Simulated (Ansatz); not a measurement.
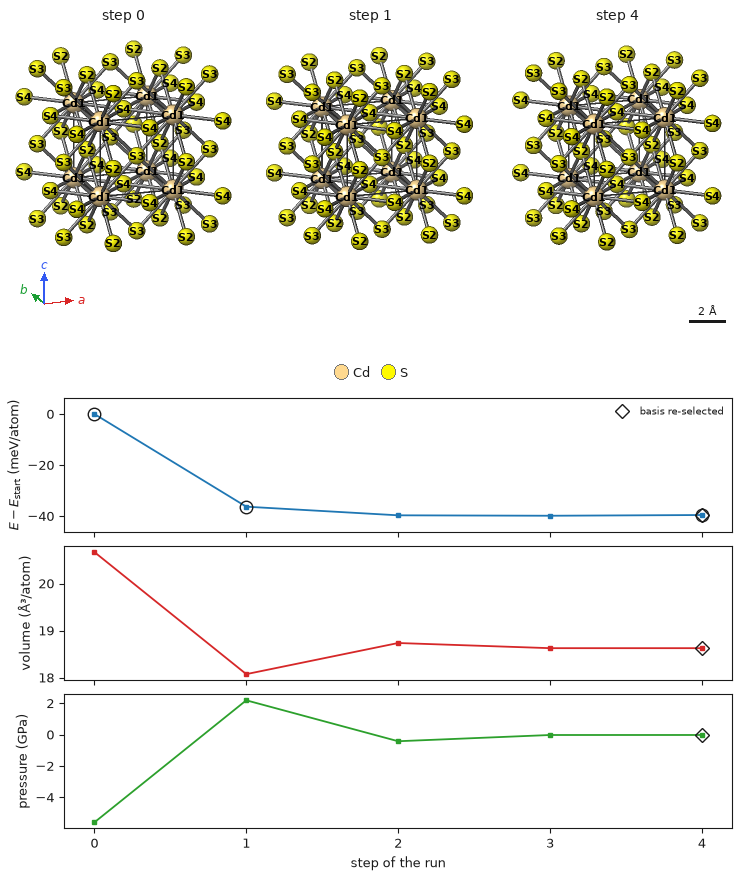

Frames of a relaxation of crystalline CdS3 (a generated structure, set up in Pm-3m) (coarse preliminary run), marked on the history of the run. The picture is a ball-and-stick view of the cell of the calculation, seen slightly off an axis.

All numbers below come from DFT PBE, scalar-relativistic, plane waves, PAW (Ansatz 0.2.0). Set-up: plane-wave cutoff 420 eV; k-point mesh 4 × 4 × 4; occupations gaussian; smearing width 0.1 eV; no spin polarisation; cell and atoms relaxed; force threshold 0.04 eV/Å; at most 70 steps.

### Describe the path.

The atoms keep their places relative to the cell (all moves are under 0.005 Å). The drawn cell changes as follows: a = b = c 4.356 → 4.208 Å (−3.4 %); the volume changes by −9.9 %. Some distances before and after: Cd1–S2 3.080 → 2.975 Å. The space group stays Pm-3m (No. 221). Over 3 accepted moves (4 points after the start) the energy falls by 39.6 meV per atom. All forces vanish by symmetry, so only the cell relaxes. The pressure goes from −5.59 to −0.02 GPa. The SCF was repeated once at an unchanged geometry on a basis and grid sized afresh for the cell, which shifted the energy by 0.3 meV per atom at most. From step 0 to 1: volume −12.5 %, energy −36.3 meV per atom. From step 1 to 4: volume +3.1 %, energy −3.3 meV per atom.
